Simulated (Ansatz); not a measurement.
# C2H7FSi: molecular dynamics

The plan is to follow the molecule's vibrations and see whether its bonds hold. The start is relaxed first. Runs: 500 steps of 0.5 fs under a Langevin thermostat at 200 K. SMILES of the start: C[SiH](C)F.

All numbers below are computed with Ansatz 0.2.0 (RHF/6-31G).

## (1) The starting structure

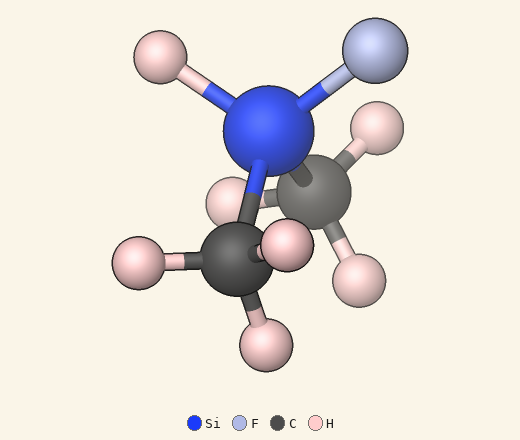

The starting structure, seen from a free direction (silicon blue, fluorine light blue, carbon dark grey, hydrogen pink).

Coordinates:

```xyz
11

Si    0.0000    0.0000    0.0000
F     0.0000    0.0000    1.5900
C     1.7634    0.0000   -0.6227
H     2.1111   -1.0463   -0.7509
H     1.8119    0.5276   -1.5981
H     2.4154    0.5187    0.1108
H    -0.6877    1.1914   -0.4862
C    -0.8808   -1.5259   -0.6227
H    -1.3804   -2.0377    0.2261
H    -1.6409   -1.2332   -1.3768
H    -0.1449   -2.2146   -1.0879
```

## (2) Relaxing the start

input.yaml reads:

```yaml
crystal:
  periodic: [false, false, false]
  atoms:
    - { symbol: Si, position_ang: [0.0, 0.0, 0.0] }
    - { symbol: F, position_ang: [0.0, 0.0, 1.59] }
    - { symbol: C, position_ang: [1.7634, 0.0, -0.6227] }
    - { symbol: H, position_ang: [2.1111, -1.0463, -0.7509] }
    - { symbol: H, position_ang: [1.8119, 0.5276, -1.5981] }
    - { symbol: H, position_ang: [2.4154, 0.5187, 0.1108] }
    - { symbol: H, position_ang: [-0.6877, 1.1914, -0.4862] }
    - { symbol: C, position_ang: [-0.8808, -1.5259, -0.6227] }
    - { symbol: H, position_ang: [-1.3804, -2.0377, 0.2261] }
    - { symbol: H, position_ang: [-1.6409, -1.2332, -1.3768] }
    - { symbol: H, position_ang: [-0.1449, -2.2146, -1.0879] }
basis:
  gaussian: { orbitals: "6-31G" }
hamiltonian:
  xc: hf
relax:
  f_tol: 0.02
  max_steps: 40
```

Started as:

```console
> ansatz run input.yaml --threads 1 --pin off --max-ram 2048MiB --backend cpu --events-out ev --progress --plain --runs-dir out
```

Standard output (excerpt; [...] marks lines left out):

```text
Warning: RAYON_NUM_THREADS=1 ignored (pool sized by the plan → 1); use --threads N
[...]
Functional definition: HF
[...]
757 factors; integrals over basis functions are off by at most 1.7e-4 eV
[...]
mean field -12738.49175730 eV, -468.1309376208 hartree, gradient 7.1e-6 eV, S^2 0.000000; 0 other end points of the search recorded, 0 dependent functions left out
[...]
reference -12738.49175730 eV, -468.1309376208 hartree; 21, 21 occupied and 33, 33 virtual orbitals, 757 factors
relax step   1: F+E_penalty+E_count = -12738.49175730 eV  Δ(F+E_penalty+E_count) = +0.000e0 eV  max|allowed force component| = 3.750e0 eV/Å  Δτ_max = 0.0000 Å  (29 SCF iters, accepted)
[...]
relax step   3: F+E_penalty+E_count = -12738.83965986 eV  Δ(F+E_penalty+E_count) = -7.351e-2 eV  max|allowed force component| = 4.286e-1 eV/Å  Δτ_max = 0.0554 Å  (22 SCF iters, accepted)
[...]
relax step   5: F+E_penalty+E_count = -12738.84941523 eV  Δ(F+E_penalty+E_count) = +1.842e-2 eV  max|allowed force component| = 6.923e-1 eV/Å  Δτ_max = 0.1979 Å  (26 SCF iters, rejected (line search))
[...]
relax step   7: F+E_penalty+E_count = -12738.88567681 eV  Δ(F+E_penalty+E_count) = -6.962e-3 eV  max|allowed force component| = 1.820e-1 eV/Å  Δτ_max = 0.0970 Å  (26 SCF iters, accepted)
[...]
relax step   9: F+E_penalty+E_count = -12738.89655119 eV  Δ(F+E_penalty+E_count) = -6.719e-3 eV  max|allowed force component| = 2.333e-1 eV/Å  Δτ_max = 0.1491 Å  (26 SCF iters, accepted)
[...]
relax step  11: F+E_penalty+E_count = -12738.90061116 eV  Δ(F+E_penalty+E_count) = -2.676e-3 eV  max|allowed force component| = 7.517e-3 eV/Å  Δτ_max = 0.0181 Å  (22 SCF iters, accepted)
757 factors; integrals over basis functions are off by at most 1.6e-4 eV
mean field -12738.90061116 eV, -468.1459627230 hartree, gradient 2.5e-5 eV, S^2 0.000000; 1 other end points of the search recorded, 0 dependent functions left out
[...]
reference -12738.90061116 eV, -468.1459627230 hartree; 21, 21 occupied and 33, 33 virtual orbitals, 757 factors
Total energy: -12738.90061116 eV, -468.1459627230 hartree
Atom 0 at     0.046744    -0.079948     0.062728 Å, force     0.002158    -0.006357     0.004698 eV/Å
Atom 1 at     0.243191    -0.375872     1.715117 Å, force    -0.000535     0.003533    -0.004535 eV/Å
Atom 2 at     1.774517     0.081531    -0.698011 Å, force    -0.003866     0.004185    -0.003114 eV/Å
Atom 3 at     2.340115    -0.834251    -0.568669 Å, force    -0.001136    -0.000880     0.001654 eV/Å
Atom 4 at     1.702012     0.286194    -1.761294 Å, force     0.000903     0.001872    -0.000464 eV/Å
Atom 5 at     2.333120     0.887327    -0.237105 Å, force     0.000701     0.000611     0.001047 eV/Å
Atom 6 at    -0.712961     1.198246    -0.028984 Å, force     0.006267    -0.007517     0.000425 eV/Å
Atom 7 at    -0.939843    -1.525700    -0.662861 Å, force    -0.002980     0.004909    -0.001278 eV/Å
Atom 8 at    -1.893117    -1.639478    -0.160656 Å, force    -0.002542    -0.002230    -0.001564 eV/Å
Atom 9 at    -1.132177    -1.360991    -1.718122 Å, force     0.000083    -0.000754    -0.000806 eV/Å
Atom 10 at    -0.394499    -2.457056    -0.560544 Å, force     0.000948     0.002627     0.003937 eV/Å
Dipole moment:    -0.006198    -0.002772    -0.634147 e Å
```

Wall time 13 s (1 thread of Arm Neoverse V2, shared host); peak memory 0.11 GiB.

Relaxation path:

| step | energy from step 1 (eV) | largest force component (eV/Å) |
| --- | --- | --- |
| 1 | 0.0000 | 3.7502 |
| 2 | -0.2744 | 1.9912 |
| 3 | -0.3479 | 0.4286 |
| 4 | -0.3761 | 0.1110 |
| 5x | -0.3577 | 0.6923 |
| 6 | -0.3870 | 0.0558 |
| 7 | -0.3939 | 0.1820 |
| 8 | -0.3981 | 0.3049 |
| 9 | -0.4048 | 0.2333 |
| 10 | -0.4062 | 0.1800 |
| 11 | -0.4089 | 0.0075 |

Step 1 is the start. 1 step was tried and not accepted (marked x).

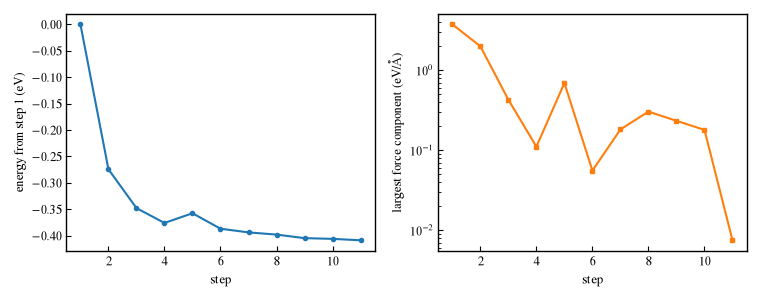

How energy and force went from step to step.

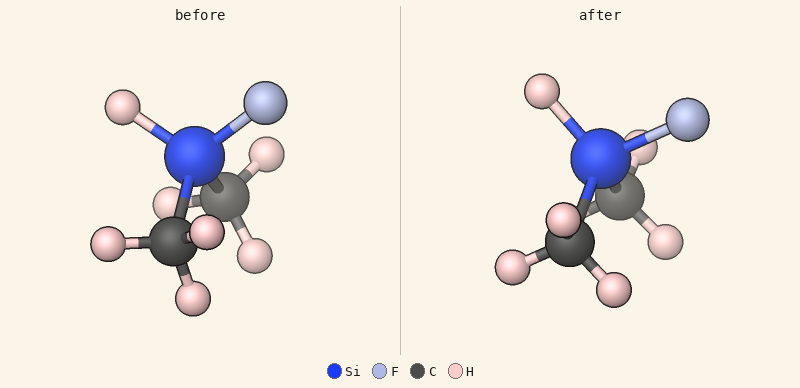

Before and after, at one scale.

After: Bond lengths: Si1–F2 1.690 Å, Si1–C3 1.895 Å, C3–H4 1.084 Å, C3–H5 1.085 Å, C3–H6 1.083 Å, Si1–H7 1.490 Å, Si1–C8 1.895 Å, C8–H9 1.083 Å, C8–H10 1.085 Å, C8–H11 1.084 Å. Angles (14 of 18 angles, heavy atoms first): F2–Si1–C3 107.5°, F2–Si1–C8 107.5°, C3–Si1–C8 112.7°, F2–Si1–H7 105.6°, C3–Si1–H7 111.5°, H7–Si1–C8 111.4°, Si1–C3–H4 110.8°, Si1–C3–H5 110.4°, Si1–C3–H6 111.3°, Si1–C8–H9 111.1°, Si1–C8–H10 110.4°, Si1–C8–H11 110.9°, H4–C3–H5 108.1°, H4–C3–H6 108.0°.

## (3) Dynamics

500 steps of 0.5 fs under a Langevin thermostat at 200 K, from the relaxed start.

input.yaml reads:

```yaml
crystal:
  periodic: [false, false, false]
  atoms:
    - { symbol: Si, position_ang: [0.046744, -0.079948, 0.062728] }
    - { symbol: F, position_ang: [0.243191, -0.375872, 1.715117] }
    - { symbol: C, position_ang: [1.774517, 0.081531, -0.698011] }
    - { symbol: H, position_ang: [2.340115, -0.834251, -0.568669] }
    - { symbol: H, position_ang: [1.702012, 0.286194, -1.761294] }
    - { symbol: H, position_ang: [2.33312, 0.887327, -0.237105] }
    - { symbol: H, position_ang: [-0.712961, 1.198246, -0.028984] }
    - { symbol: C, position_ang: [-0.939843, -1.5257, -0.662861] }
    - { symbol: H, position_ang: [-1.893117, -1.639478, -0.160656] }
    - { symbol: H, position_ang: [-1.132177, -1.360991, -1.718122] }
    - { symbol: H, position_ang: [-0.394499, -2.457056, -0.560544] }
basis:
  gaussian: { orbitals: "6-31G" }
hamiltonian:
  xc: hf
md:
  timestep: 0.5
  n_steps: 500
  ensemble: nvt_langevin
  temperature: 200.0
  initial_velocities: maxwell_boltzmann
  seed: 483323
  friction: 0.001
```

Started as:

```console
> ansatz run input.yaml --threads 1 --pin off --max-ram 2048MiB --backend cpu --events-out ev --progress --plain --runs-dir out
```

Standard output (excerpt; [...] marks lines left out):

```text
Warning: RAYON_NUM_THREADS=1 ignored (pool sized by the plan → 1); use --threads N
[...]
[... 1 set-up line as earlier in the session ...]
[...]
752 factors; integrals over basis functions are off by at most 1.6e-4 eV
[...]
mean field -12738.90058493 eV, -468.1459617592 hartree, gradient 8.0e-6 eV, S^2 0.000000; 0 other end points of the search recorded, 0 dependent functions left out
[...]
reference -12738.90058493 eV, -468.1459617592 hartree; 21, 21 occupied and 33, 33 virtual orbitals, 752 factors
md step     0: t =     0.00 fs  T =   181.8 K  F+E_penalty+E_count = -12738.90058493 eV  E_kin = 0.258520 eV  (29 SCF iters)
[...]
md step    25: t =    12.50 fs  T =    73.5 K  F+E_penalty+E_count = -12738.73059081 eV  E_kin = 0.104568 eV  (22 SCF iters)
[...]
md step    50: t =    25.00 fs  T =   107.5 K  F+E_penalty+E_count = -12738.77087518 eV  E_kin = 0.152783 eV  (22 SCF iters)
[...]
md step    75: t =    37.50 fs  T =    96.0 K  F+E_penalty+E_count = -12738.75171214 eV  E_kin = 0.136552 eV  (22 SCF iters)
[...]
md step   100: t =    50.00 fs  T =    91.4 K  F+E_penalty+E_count = -12738.74514253 eV  E_kin = 0.129974 eV  (22 SCF iters)
md step   101: t =    50.50 fs  T =   104.0 K  F+E_penalty+E_count = -12738.76443808 eV  E_kin = 0.147867 eV  (22 SCF iters)
```

## (4) The output, continued: dynamics from the start

Output, continued (excerpt; [...] marks lines left out):

```text
md step   102: t =    51.00 fs  T =   115.9 K  F+E_penalty+E_count = -12738.78185097 eV  E_kin = 0.164808 eV  (22 SCF iters)
[...]
md step   134: t =    67.00 fs  T =    97.7 K  F+E_penalty+E_count = -12738.75532798 eV  E_kin = 0.138919 eV  (21 SCF iters)
[...]
md step   166: t =    83.00 fs  T =   138.4 K  F+E_penalty+E_count = -12738.80962433 eV  E_kin = 0.196768 eV  (21 SCF iters)
[...]
md step   198: t =    99.00 fs  T =    97.5 K  F+E_penalty+E_count = -12738.76051279 eV  E_kin = 0.138689 eV  (21 SCF iters)
[...]
md step   230: t =   115.00 fs  T =   137.0 K  F+E_penalty+E_count = -12738.80498178 eV  E_kin = 0.194813 eV  (21 SCF iters)
md step   231: t =   115.50 fs  T =   132.8 K  F+E_penalty+E_count = -12738.79998631 eV  E_kin = 0.188860 eV  (21 SCF iters)
```

## (5) The log goes on: dynamics from the start

The log, continued (excerpt; [...] marks lines left out):

```text
md step   232: t =   116.00 fs  T =   127.1 K  F+E_penalty+E_count = -12738.78710220 eV  E_kin = 0.180730 eV  (21 SCF iters)
[...]
md step   257: t =   128.50 fs  T =    77.5 K  F+E_penalty+E_count = -12738.71035124 eV  E_kin = 0.110186 eV  (21 SCF iters)
[...]
md step   282: t =   141.00 fs  T =   128.5 K  F+E_penalty+E_count = -12738.78071670 eV  E_kin = 0.182699 eV  (20 SCF iters)
[...]
md step   307: t =   153.50 fs  T =   109.5 K  F+E_penalty+E_count = -12738.75787762 eV  E_kin = 0.155689 eV  (21 SCF iters)
[...]
md step   498: t =   249.00 fs  T =   110.9 K  F+E_penalty+E_count = -12738.78791677 eV  E_kin = 0.157622 eV  (21 SCF iters)
md step   499: t =   249.50 fs  T =   127.1 K  F+E_penalty+E_count = -12738.80938809 eV  E_kin = 0.180659 eV  (22 SCF iters)
[...]
Atom 1 at     0.301778    -0.411877     1.870213 Å, force    -0.043534     0.156543    -0.618068 eV/Å
Atom 2 at     1.683160    -0.284712    -0.728218 Å, force    -0.219860    -0.567385     0.330885 eV/Å
Atom 3 at     2.078580    -1.288016    -0.620474 Å, force    -0.099337    -0.074526     0.164483 eV/Å
Atom 4 at     1.517151    -0.139354    -1.777803 Å, force    -0.101477     0.243481    -0.477440 eV/Å
Atom 5 at     2.441825     0.392776    -0.396394 Å, force     0.323405     0.382617     0.107885 eV/Å
Atom 6 at    -0.251852     1.444522     0.193578 Å, force    -0.155107    -0.162799     0.093000 eV/Å
Atom 7 at    -1.328565    -1.115803    -0.431882 Å, force    -0.262089    -0.149097    -0.452885 eV/Å
Atom 8 at    -2.015993    -1.446678     0.340106 Å, force     0.284392    -0.151918     0.035624 eV/Å
Atom 9 at    -1.935395    -0.569969    -1.144838 Å, force     0.029238     0.095732    -0.137685 eV/Å
Atom 10 at    -0.901573    -1.970421    -0.965698 Å, force    -0.261050     0.124586     0.391501 eV/Å
Dipole moment:    -0.096246     0.011914    -0.652258 e Å
```

It took 6.7 min on 1 thread of Arm Neoverse V2, shared host; peak memory 0.1 GiB.

## (6) The trajectory

The trajectory, every 36 steps (energies from step 0):

| time (fs) | T (K) | potential energy change (meV/atom) |
| --- | --- | --- |
| 0.0 | 182 | 0.0 |
| 18.0 | 97 | 12.1 |
| 36.0 | 105 | 12.3 |
| 54.0 | 67 | 16.4 |
| 72.0 | 119 | 11.1 |
| 90.0 | 90 | 13.4 |
| 108.0 | 65 | 17.9 |
| 126.0 | 138 | 9.2 |
| 144.0 | 127 | 11.4 |
| 162.0 | 130 | 10.9 |
| 180.0 | 69 | 18.7 |
| 198.0 | 128 | 11.0 |
| 216.0 | 111 | 11.5 |
| 234.0 | 97 | 12.9 |
| 250.0 | 134 | 7.3 |

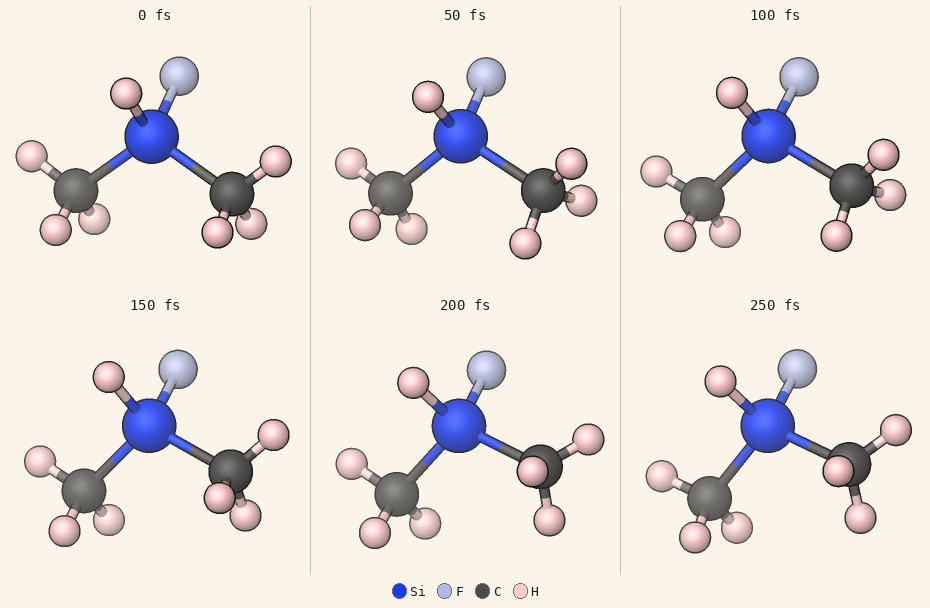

The system at six times, viewed from a chosen angle. Sticks join atoms within a bonding distance in each frame.

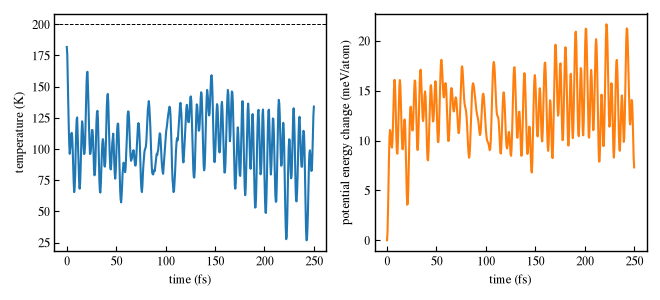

Traces against time; each panel has its own scale. The dashed line is the set temperature.

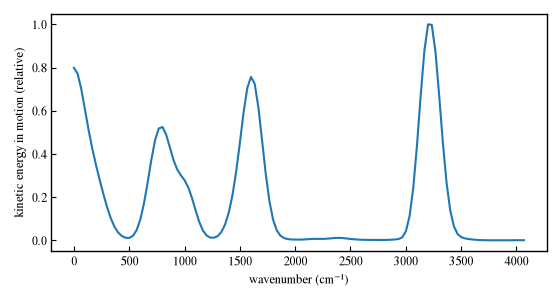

Power spectrum of the mass-weighted velocities; a run of 250 fs resolves no finer than about 270 cm⁻¹.

Maxima of the velocity power spectrum (cm⁻¹, relative height; resolution about 270 cm⁻¹): 800 (53), 1600 (76), 3200 (100).

## (7) Positions and forces

Positions (Å) and forces (eV/Å):

```xyz
11
time_fs=31.0 T=131 dE=0.0994
Si    0.027   -0.085    0.078    0.642    0.854   -0.065
F     0.299   -0.367    1.708    0.099   -0.360    0.502
C     1.782    0.029   -0.695    0.178   -0.348    0.747
H     2.256   -0.955   -0.660   -0.196    0.151    0.057
H     1.827    0.355   -1.711   -0.306    0.237   -0.594
H     2.419    0.695   -0.115   -0.208   -0.039    0.003
H    -0.734    1.210    0.156    0.172   -0.174   -0.416
C    -0.996   -1.471   -0.648   -0.414   -0.348   -0.157
H    -2.047   -1.320   -0.415    0.069   -0.070   -0.177
H    -0.864   -1.502   -1.728   -0.144   -0.020    0.140
H    -0.721   -2.444   -0.248    0.109    0.116   -0.040
11
time_fs=62.5 T=130 dE=0.1101
Si    0.054   -0.068    0.101    0.349    0.402   -0.077
F     0.318   -0.354    1.744   -0.172   -0.151    0.107
C     1.781   -0.054   -0.696   -0.052   -0.171    1.476
H     2.222   -1.048   -0.708    0.034    0.236   -0.052
H     1.697    0.323   -1.680    0.168    0.336   -1.053
H     2.411    0.619   -0.096   -0.136   -0.407   -0.460
H    -0.472    1.349    0.056   -0.163   -0.484   -0.083
C    -1.066   -1.432   -0.619   -0.297    0.911   -0.723
H    -2.121   -1.167   -0.584    0.145   -0.150    0.288
H    -0.839   -1.570   -1.681    0.132   -0.044    0.353
H    -0.901   -2.354   -0.102   -0.007   -0.477    0.224
11
time_fs=94.0 T=113 dE=0.1160
Si    0.089   -0.041    0.129   -0.399   -0.297    0.398
F     0.270   -0.384    1.788   -0.038    0.255   -0.413
C     1.756   -0.082   -0.710    1.383    0.114    0.707
H     2.206   -1.070   -0.680   -0.021    0.029    0.138
H     1.638    0.168   -1.732   -0.228    0.245   -1.065
H     2.500    0.635   -0.312   -0.658   -0.524   -0.021
H    -0.474    1.347   -0.001   -0.050   -0.304    0.185
C    -1.095   -1.380   -0.562   -0.220    0.939   -0.416
H    -2.114   -1.077   -0.341   -0.042    0.005   -0.309
H    -0.959   -1.489   -1.645   -0.196    0.127    0.411
H    -0.984   -2.341   -0.118    0.468   -0.590    0.386
11
time_fs=125.0 T=141 dE=0.0947
Si    0.070   -0.031    0.159    0.673   -0.155    0.135
F     0.271   -0.412    1.803   -0.013    0.219   -0.271
C     1.765   -0.118   -0.716    0.365    0.058    1.437
H     2.170   -1.119   -0.617    0.065   -0.008    0.039
H     1.610    0.063   -1.744   -0.036    0.315   -1.136
H     2.519    0.590   -0.327   -0.631   -0.421   -0.248
H    -0.493    1.348    0.082   -0.054   -0.084    0.108
C    -1.122   -1.318   -0.528   -1.187    1.070   -0.796
H    -2.103   -1.137   -0.080    0.270   -0.442    0.167
H    -1.308   -1.141   -1.600    0.420   -0.201    0.403
H    -0.820   -2.334   -0.386    0.128   -0.350    0.163
11
time_fs=156.0 T=124 dE=0.1269
Si    0.045   -0.045    0.180    1.359    0.321   -0.327
F     0.295   -0.408    1.795   -0.019   -0.213    0.523
C     1.770   -0.168   -0.673   -0.228    0.337    1.746
H     2.201   -1.153   -0.562    0.078   -0.048    0.017
H     1.686    0.067   -1.691   -0.076    0.228   -1.447
H     2.441    0.575   -0.215   -0.262   -0.508   -0.192
H    -0.330    1.393    0.190   -0.371   -0.031   -0.118
C    -1.205   -1.258   -0.513   -0.476    0.432   -0.203
H    -1.964   -1.485    0.235   -0.120    0.214   -0.443
H    -1.626   -0.838   -1.435   -0.227   -0.277    0.532
H    -0.738   -2.184   -0.774    0.342   -0.454   -0.086
11
time_fs=187.5 T=124 dE=0.1197
Si    0.063   -0.039    0.194   -0.125    0.269   -0.248
F     0.315   -0.401    1.806    0.064   -0.345    0.659
C     1.739   -0.205   -0.641    0.848   -0.477    0.679
H     2.146   -1.211   -0.550   -0.233    0.014    0.163
H     1.702   -0.008   -1.677   -0.232    0.360   -1.180
H     2.494    0.453   -0.217   -0.288    0.049    0.087
H    -0.370    1.392    0.266   -0.123   -0.159   -0.276
C    -1.274   -1.225   -0.482   -0.554    0.832    0.198
H    -1.893   -1.551    0.347    0.233   -0.341    0.081
H    -1.977   -0.689   -1.120    0.344   -0.060   -0.202
H    -0.875   -2.069   -1.019    0.067   -0.142    0.039
11
time_fs=219.0 T=121 dE=0.1037
Si    0.069   -0.013    0.207   -0.268   -0.043    0.286
F     0.325   -0.410    1.837    0.006   -0.060   -0.189
C     1.713   -0.254   -0.694   -0.325   -0.162    0.731
H     1.991   -1.288   -0.506    0.307    0.156   -0.258
H     1.566   -0.091   -1.738    0.058   -0.059   -0.697
H     2.489    0.409   -0.346    0.115   -0.038    0.093
H    -0.407    1.408    0.275    0.055   -0.194   -0.166
C    -1.303   -1.170   -0.473    0.259    0.173    0.166
H    -1.840   -1.590    0.367   -0.311    0.176    0.049
H    -1.967   -0.573   -1.087   -0.212   -0.177    0.047
H    -0.966   -2.022   -1.053    0.316    0.228   -0.061
11
time_fs=250.0 T=134 dE=0.0804
Si    0.057   -0.019    0.222    0.505    0.103    0.563
F     0.302   -0.412    1.870   -0.043    0.157   -0.618
C     1.683   -0.285   -0.728   -0.220   -0.567    0.331
H     2.079   -1.288   -0.621   -0.099   -0.074    0.165
H     1.517   -0.139   -1.778   -0.102    0.243   -0.477
H     2.442    0.393   -0.396    0.323    0.383    0.108
H    -0.252    1.444    0.194   -0.155   -0.163    0.093
C    -1.329   -1.116   -0.432   -0.262   -0.149   -0.453
H    -2.016   -1.447    0.340    0.284   -0.152    0.036
H    -1.935   -0.570   -1.145    0.029    0.096   -0.138
H    -0.902   -1.970   -0.966   -0.261    0.125    0.392
```

## (8) Summary of results

| quantity | value |
| --- | --- |
| relaxation of the start | 9 moves, 0.409 eV lower |
| length | 500 steps of 0.5 fs |
| temperature, first and last step | 182 and 134 K |
| temperature, second half | mean 103 K, from 27 to 159 K |
| potential energy, second half | +14 meV/atom from the start |
| bonds formed or broken | 0 |

What this shows: Against a set 200 K the second half averages 103 K with a spread of 28 K; 14 meV/atom has gone into potential energy, and a thermostat that acts over some 1000 fs has not made it up in 250 fs. No bond forms or breaks. A run of 250 fs with 11 atoms shows the motion but fixes no equilibrium value. The nuclei move classically, without zero-point motion, which matters most for hydrogen. In so small a basis the energies are only a sketch.
